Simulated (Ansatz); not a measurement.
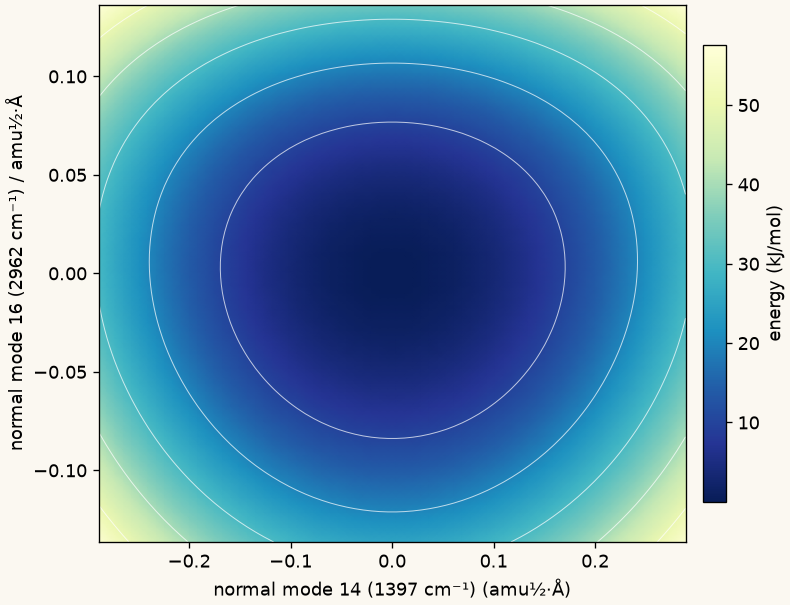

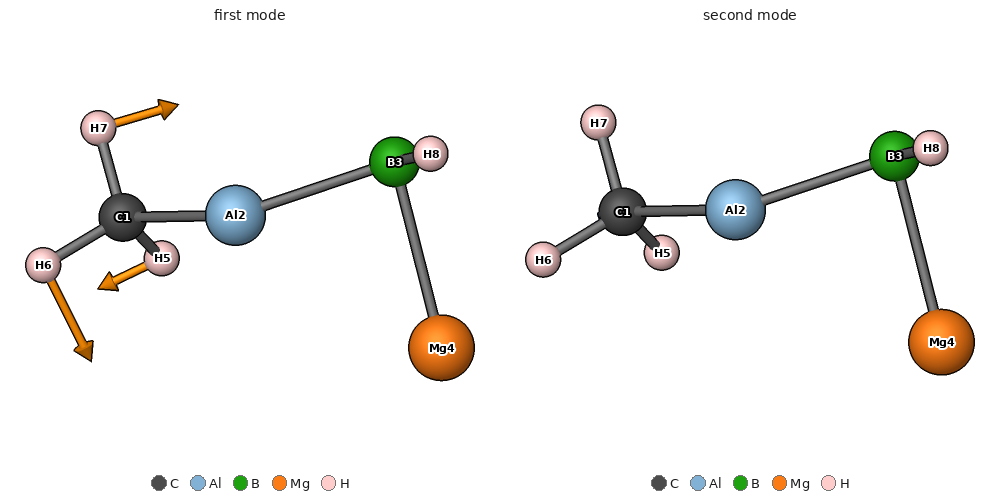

Energy landscape of CH4AlBMg. Coordinates scanned: (1) normal mode 14 (1397 cm⁻¹); (2) normal mode 16 (2962 cm⁻¹). Nothing is relaxed (straight displacements along the two mass-weighted modes). The grid has 9 × 9 points. Points are written as (first, second). Energies: kJ/mol, counted from the lowest grid point. All numbers below come from Ansatz 0.2.0, RKS PBE-D4/def2-TZVP.

In the figure: a smooth colour map with a few white contour lines. Between grid points the surface is interpolated. The second picture is the structure at the lowest point

What does the map say about the system?

Answer. The lowest grid point is at (0.000 amu½·Å, 0.000 amu½·Å). It is the only kind of minimum in the scanned range. The highest grid point, (−0.289 amu½·Å, 0.136 amu½·Å), lies 57.6 kJ/mol above the lowest.

The values on the grid:

```csv
"second ↓, first →",−0.289,−0.217,−0.144,−0.072,0.000,0.072,0.144,0.217,0.289
0.136,57.6,47.0,39.6,35.3,33.9,35.3,39.5,46.6,56.5
0.102,43.9,32.6,24.6,19.8,18.3,19.8,24.4,32.1,42.9
0.068,35.0,23.0,14.5,9.5,7.8,9.5,14.4,22.6,34.1
0.034,30.3,17.8,8.9,3.6,1.9,3.6,8.8,17.4,29.5
0.000,29.3,16.5,7.3,1.8,0.0,1.8,7.2,16.2,28.6
−0.034,31.8,18.6,9.2,3.6,1.8,3.6,9.2,18.4,31.2
−0.068,37.3,23.9,14.3,8.6,6.7,8.6,14.3,23.7,36.7
−0.102,45.5,32.0,22.3,16.5,14.6,16.5,22.2,31.7,45.0
−0.136,56.0,42.4,32.7,26.9,24.9,26.9,32.6,42.2,55.5
```

Each point was launched as `ansatz run input.yaml --threads 1 --pin off --max-ram 2560MiB --backend cpu --events-out ev --progress --plain --runs-dir out`. Time for the 81 points that were run: 9.3 min on 1 thread of Arm Neoverse V2, on a shared host.
